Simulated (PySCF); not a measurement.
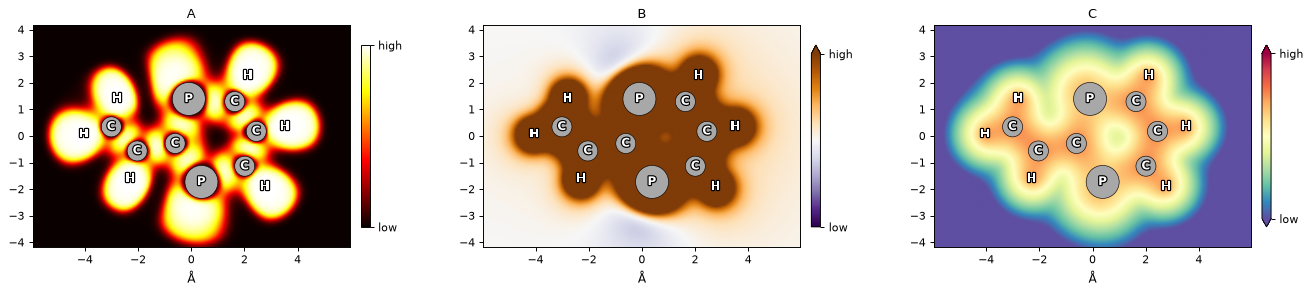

C₆H₆P₂ (SMILES C=Cc1pcccp1): 3 fields on the molecular plane, with unlabelled colour scales. Grey discs cover the atomic cores.

Geometry: GFN2-xTB.

Level of theory: PBE0/def2-SVPD, SCF density, gas phase in PySCF 2.14.0.

Which field does each panel show? The fields are: electron density, electron localisation function and electrostatic potential.

Panel A: electron localisation function. Panel B: electrostatic potential (strongly positive close to the atoms, with negative regions outside electron-rich atoms). Panel C: electron density. From the grid: C–C (1.33 Å): ρ is about 2.3 e/Å³ halfway; the ELF peaks at about 0.95 between the atoms: a short, multiple covalent bond. C–P (1.73 Å): ρ at the midpoint is about 1.3 e/Å³; the ELF peaks at about 0.95 between the atoms, as expected for localised, covalent bonding.
